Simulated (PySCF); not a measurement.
SMILES [CH2][Si](C)(C)Cl (C3H8ClSi), doublet at its CAM-B3LYP/def2-SVP optimised geometry (Å):

```
13

C      1.5212    -0.9358     0.0000
Si    -0.3268    -0.9358     0.0000
C     -1.0146    -1.9223    -1.4332
C     -1.0144     0.8042     0.0000
Cl    -0.9432    -1.8657     1.7683
H      2.1149    -1.3647     0.8131
H      2.1059    -0.5031    -0.8201
H     -0.6649    -2.9644    -1.3984
H     -2.1149    -1.9281    -1.4115
H     -0.6929    -1.4852    -2.3920
H     -2.1149     0.7897     0.0119
H     -0.6687     1.3647     0.8808
H     -0.6884     1.3476    -0.9012
```

Level of theory: unrestricted CAM-B3LYP/def2-TZVP run with PySCF 2.14.0.

Map of the deformation density (molecule minus spherical neutral atoms) (e/bohr³) on the plane z = 0.6 Å:

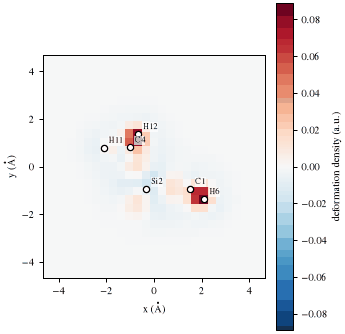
Figure: Deformation density (molecule minus spherical neutral atoms) (e/bohr³) on the plane z = 0.6 Å.
